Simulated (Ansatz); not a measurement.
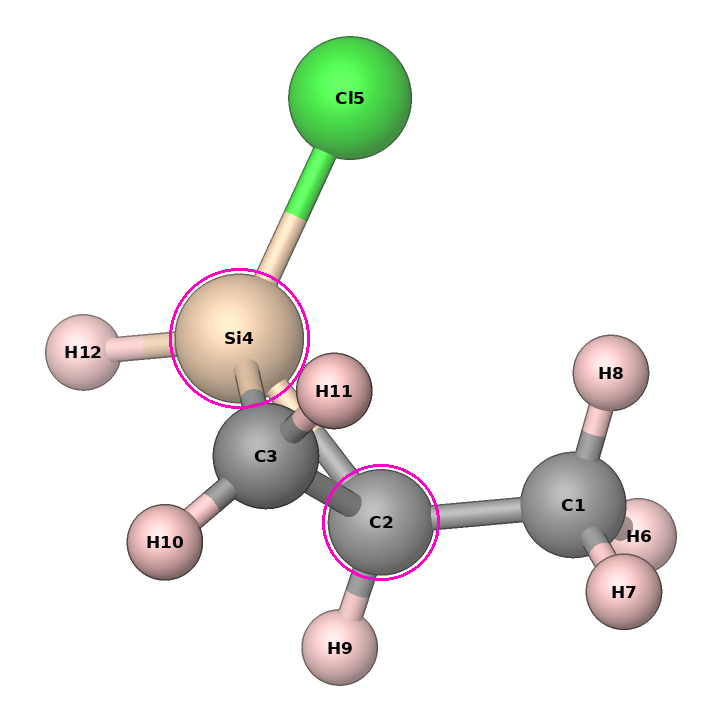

Atoms fade into the background with distance from the viewer. Circles mark the stereogenic atoms. The computed structure is the end point of a PBE-D4/def2-SVP optimisation. No frequency run is at hand to confirm it as a minimum.

Assign CIP descriptors.

Answer. C2: S (priorities Si4 > C3 > C1 > H9); Si4: R (priorities Cl5 > C2 > C3 > H12).

Give a SMILES with the stereochemistry.

Answer. C[C@H]1C[Si@H]1Cl
